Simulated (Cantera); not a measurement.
A closed system holds: 1 mol SiHCl3, 41 mol N2, 0.47 mol NH3, held at 1550 °C.

These are equilibrium values from Cantera (NASA tables, ideal gas, pure condensed phases), not measurements of a reactor. Candidate condensed phases: NH4Cl, Si, Si3N4; 28 gas species. The tables' values for SiCl3, SiCl, SiN are old estimates; treat these amounts as uncertain. Equilibrium is a limit: real reactors are often held back by kinetics, nucleation or transport.

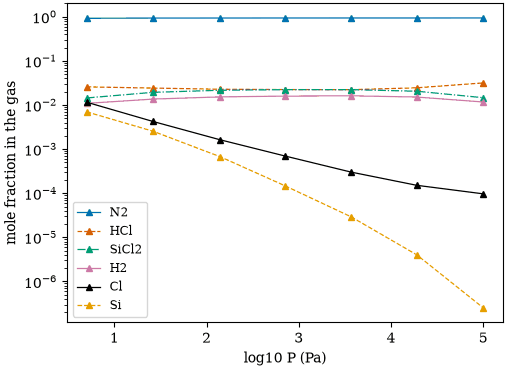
Figure. Equilibrium gas composition (values under 1e-9 drawn at 1e-9)

From 5.00e-5 bar to 0.0370 bar nothing is condensed. From 0.190 bar to 1.00 bar the condensed part is Si3N4(s). The main Si-bearing gas is SiCl2 throughout.
